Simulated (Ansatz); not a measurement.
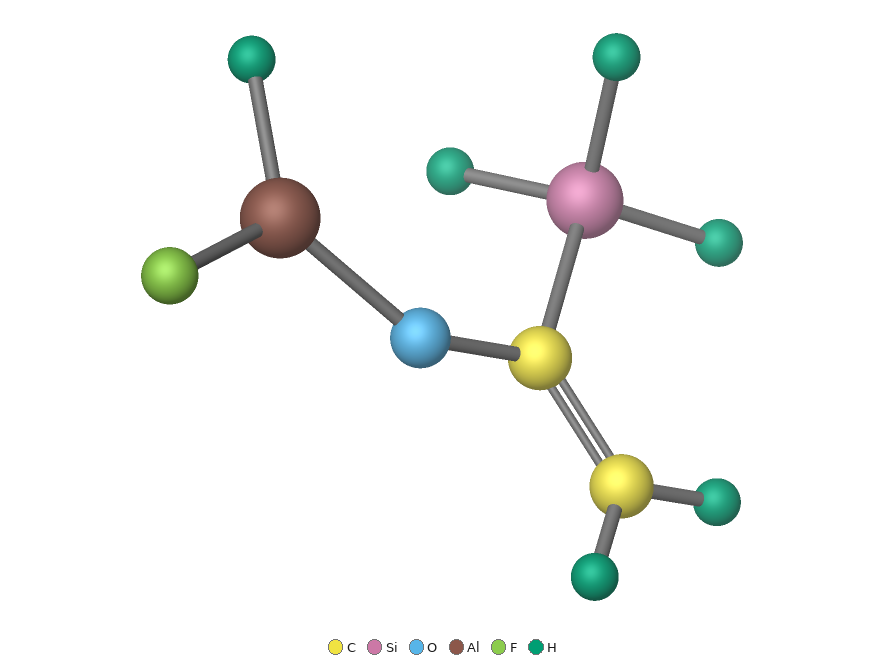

Computed geometry: PBE0-D4/def2-TZVP optimisation. No frequency run is at hand to confirm it as a minimum.

Draw it as a skeletal formula.

SMILES: C=C([SiH3])[O][AlH][F]

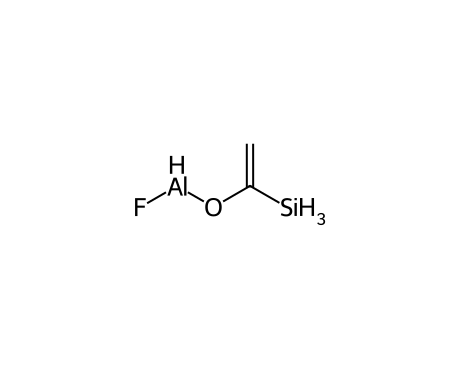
